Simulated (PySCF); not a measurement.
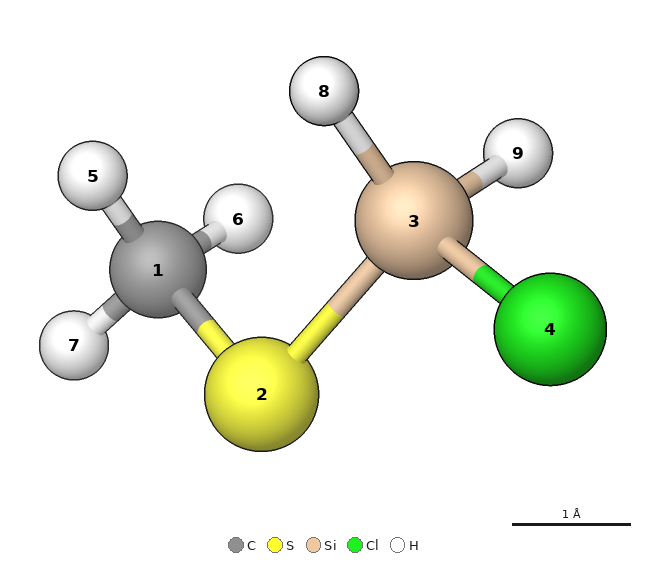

Orthographic view with a scale bar. The computed structure is the end point of a PBE0-D3(BJ)/def2-SVP optimisation. No frequency run is at hand to confirm it as a minimum.

Write Cartesian coordinates in Å in the frame of the picture: x to the right, y up, z towards the viewer, origin at the mean of the atomic positions.

```xyz
9
CH5ClSSi
C   -1.15  -0.22  -1.05
S   -0.26  -1.28   0.14
Si   1.04   0.20   0.95
Cl   2.20  -0.73   2.37
H   -1.70   0.58  -0.54
H   -0.46   0.22  -1.79
H   -1.86  -0.86  -1.57
H    0.27   1.31   1.59
H    1.93   0.78  -0.10
```
